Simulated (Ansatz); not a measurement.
**C$_{2}$H$_{2}$B (charge +1): density, localisation and related maps**

Input

```
crystal:
  periodic: [false, false, false]
  atoms:
    - { symbol: B, position_ang: [-1.12146, 0.44652, -0.42879] }
    - { symbol: C, position_ang: [-0.29457, -0.64634, 0.00422] }
    - { symbol: C, position_ang: [0.23926, 0.66774, -0.02044] }
    - { symbol: H, position_ang: [-2.23277, 0.31915, -0.77181] }
    - { symbol: H, position_ang: [1.16221, 1.18043, 0.19382] }
total_charge: 1
magnetization:
  spin_polarized: true
basis:
  gaussian: { orbitals: "6-31G" }
hamiltonian:
  xc: pbe
  dispersion: d4
relax:
  f_tol: 0.02
  max_steps: 50
output:
  orbitals: {}
```

Command:

```sh
ansatz run input.yaml --threads 1 --pin off --max-ram 2048MiB --backend cpu --events-out ev --progress --plain --runs-dir out
```

The fields are those of the relaxed geometry.

All numbers below come from Ansatz 0.2.0, UKS PBE-D4/6-31G.

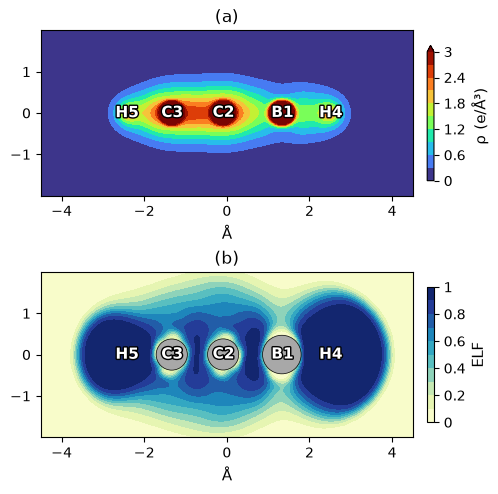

Figure 1. (a) total electron density; (b) ELF on a plane that holds the molecular axis. Grey discs cover the atomic cores in the ELF map.

### What does the map show?

The section cuts through B, C and H sites.
C–C (1.24 Å): ρ is about 2.6 e/Å³ halfway; the ELF peaks at about 0.90 between the atoms: a multiple bond.
C–B (1.42 Å): the density is about 1.7 e/Å³ at the midpoint; the ELF peaks at about 0.95 between the atoms (a covalent bond).
C–H (1.09 Å): the density is about 2 e/Å³ at the midpoint; the ELF climbs to about 1 towards the hydrogen, as it does in any bond to H (a covalent bond by its length).
B–H (1.18 Å): ρ is about 1.4 e/Å³ halfway; the ELF climbs to about 1 towards the hydrogen (a covalent bond by its length).

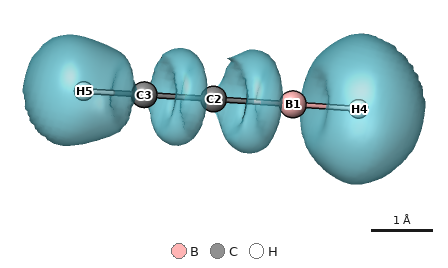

Figure 2. Isosurface of the ELF at 0.8 (cyan), seen from one side. Core shells and regions of very low density are left out.

### Describe the localisation domains.

At this value the surface marks out one region between bonded B–C atoms (shared pairs), one region between bonded C–C atoms (shared pairs) and two regions around hydrogen nuclei.

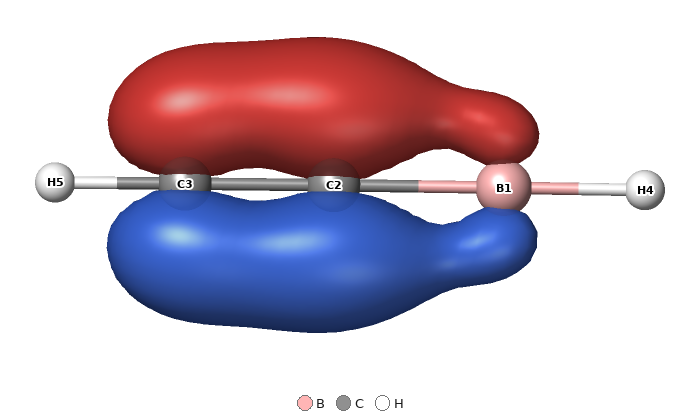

Figure 3. The HOMO at ±0.2 Å⁻³ᐟ² (red and blue are the two phases), seen from one side.

### What is the character of this orbital?

By Hirshfeld shares it lies mainly on C2 (about 45 %), C3 (about 40 %) and B1 (about 15 %); it vanishes on the molecular axis (π type); π-bonding across C2–C3. It is one of a degenerate set, so its orientation is arbitrary. Its energy is −14.94 eV.
